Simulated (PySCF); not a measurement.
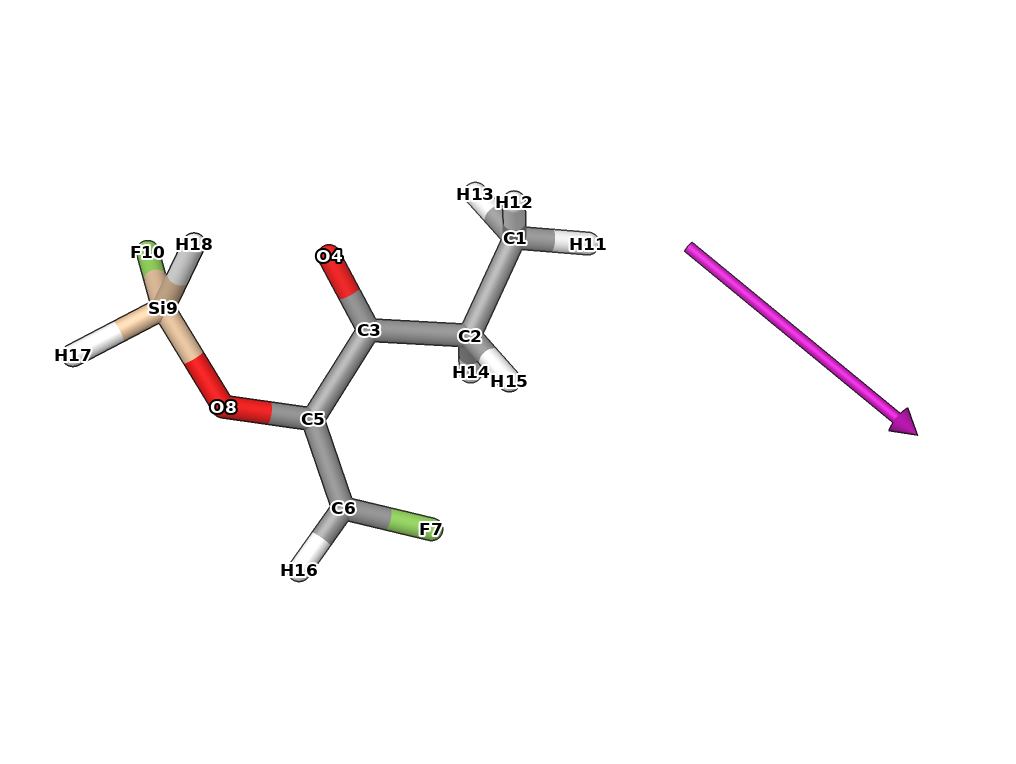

The arrow beside the molecule shows the direction of the dipole moment, from the negative to the positive end (its length means nothing). The geometry was computed by an optimisation with GFN2-xTB. No frequency run is at hand to confirm it as a minimum. Level of theory: PBE0/pcSseg-1, gas phase (PySCF 2.14.0).

### Estimate the dipole moment.

3.04 D; it points from the side of F10 to the side of F7 (the outermost atoms at the two ends).

The geometry is semi-empirical. Around Si such bond lengths and angles can be off by a tenth of an ångström or more and by several degrees, and values that hang on the shape move with them.
